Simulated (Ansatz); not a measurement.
## Electronic structure of Na2FeCoO4 in real space

```
Na Co Fe O
1.0
     2.99853   -5.19361    0.00000
     5.98329   -0.00795    0.00526
     2.99856   -1.73118    5.35286
Na Co Fe O
4 2 2 8
Direct
  0.50000 0.00000 0.00000
  0.00000 0.00000 0.00000
  0.50000 0.50000 0.00000
  0.00000 0.50000 0.00000
  0.00000 0.50000 0.50000
  0.50000 0.50000 0.50000
  0.00000 0.00000 0.50000
  0.50000 0.00000 0.50000
  0.72816 0.24381 0.29987
  0.22816 0.24381 0.29987
  0.73646 0.72003 0.30705
  0.23646 0.72003 0.30705
  0.27184 0.75619 0.70013
  0.77184 0.75619 0.70013
  0.26354 0.27997 0.69295
  0.76354 0.27997 0.69295
```

Space group P2/m; a generated structure, not necessarily the stable one; Hubbard U of 5.3 eV on Fe d and 3.32 eV on Co d only; spin-polarised.

Theory: DFT PBE+U, scalar-relativistic, plane waves, PAW in Ansatz 0.2.0.

Core electrons are frozen (PAW), and the valence fields are smoothed inside the atomic spheres.

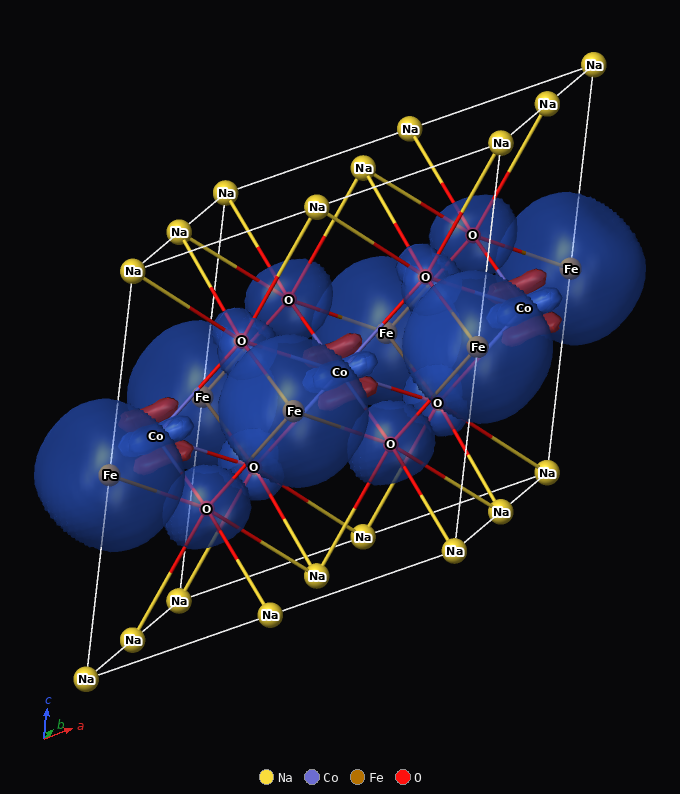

Figure 1. Isosurfaces of the magnetisation density (up minus down) at +0.06 (blue) and −0.06 e/Å³ (red), seen slightly off an axis. Sticks mark near contacts.

### Which atoms carry the moments, and with what signs?

The spin density sits on Fe: +4.0 μB (×2) in one cell of 16 atoms, with smaller moments on O (up to +0.20 μB): parallel main moments (a ferromagnetic arrangement) in this solution. The cell of the calculation (16 atoms) carries 10.0 μB of net spin moment.

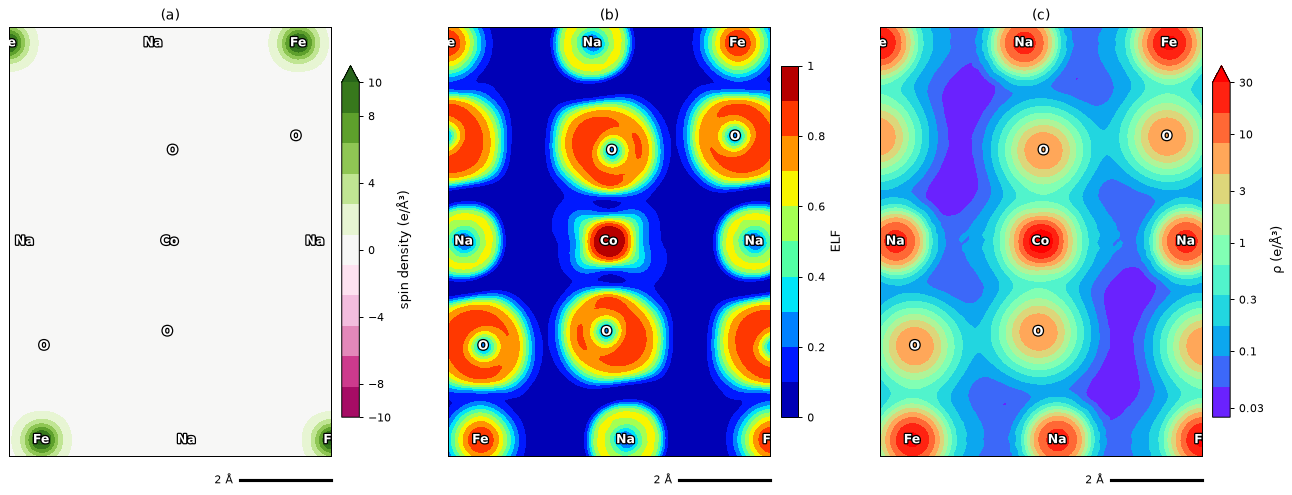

Figure 2. (a) magnetisation density (up minus down); (b) ELF; (c) valence electron density on the (11̄0) plane of the calculation cell.

### Read the bonding off the picture.

The plane passes through Na, Co, Fe and O nuclei. Co–O (1.99 Å): the density is about 0.59 e/Å³ at the midpoint; the ELF peaks at about 0.85 in the valence shell of O, 0.7 Å from its nucleus, and is about 0.25 at the midpoint (no localised pair shows between them). Fe–O (2.06 Å): ρ at the midpoint is about 0.55 e/Å³; the ELF peaks at about 0.85 in the valence shell of O, 0.6 Å from its nucleus, and is about 0.20 at the midpoint (no localised pair shows between them). Na–O (2.34 Å): ρ at the midpoint is about 0.17 e/Å³; the ELF peaks at about 0.85 in the valence shell of O, 0.6 Å from its nucleus, and is about 0.10 at the midpoint (a largely ionic contact). Na–O (2.41 Å): ρ at the midpoint is about 0.15 e/Å³; the ELF peaks at about 0.80 in the valence shell of O, 0.6 Å from its nucleus, and is about 0.10 at the midpoint; a closed-shell, largely ionic contact. Between the atoms the lowest density in this plane is 0.02 e/Å³. The features right at Na, Co and Fe lie inside the PAW spheres, where the map follows smoothed inner orbitals and isn't to be read closely.

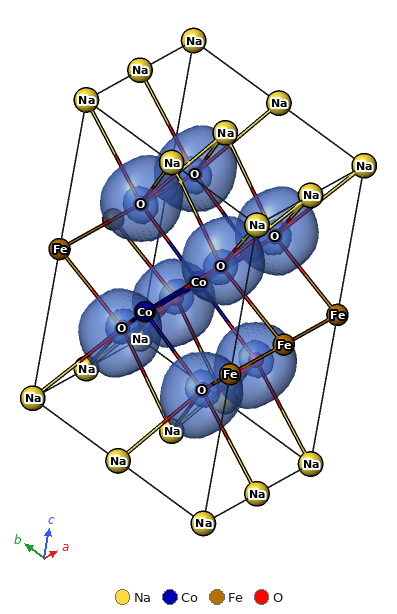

Figure 3. Isosurface of the electron localisation function at 0.7 (blue), seen at an oblique angle. Core shells and regions of very low density are left out. Sticks mark near contacts.

### Identify the bonds, lone pairs and shells in this picture.

The ELF exceeds this value in eight regions wrapped around O (the valence shell of each), counted in one cell of 16 atoms. Regions shared between cells count once.

### Metal or insulator at this level of theory?

It is gapped, with a Kohn–Sham gap of 1.5 eV on the k-point mesh (the band edges may lie off the mesh, which would make the gap smaller).
